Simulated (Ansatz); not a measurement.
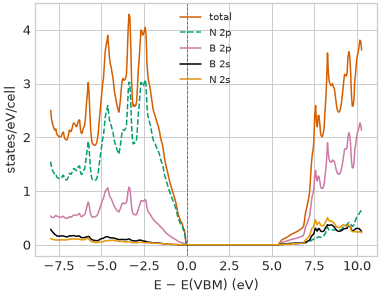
Figure: Total and projected density of states of BN in space group P4_2/mnm (No. 136; B on 4f, N on 4g), DFT-r²SCAN in the program Ansatz with PAW potentials

Which orbitals carry the states next to the gap?

Top 1 eV of the valence band: N 2p 86 %, B 2p 12 %. Bottom 1 eV of the conduction band: B 2p 51 %, B 2s 15 %, N 2s 8 %, N 2p 7 %, outside the projected shells 19 %. Projections are on Löwdin-orthogonalised atomic valence shells; empty p or d shells of many metals are not among them.

Where is the tallest occupied peak in this window, and what makes it?

Near -3.4 eV, about 4.3 states/eV per cell; the largest projected share is N 2p.

The start of the workflow was typed in or built on a structure type; the Crystallography Open Database copy checked does not list it. It is not the phase usual at ambient conditions (space group No. 186, 194, 216). The r²SCAN relaxation kept the symmetry of its start; its stability against distortions is not shown here.

Potentials: the later of the program's two PAW sets.
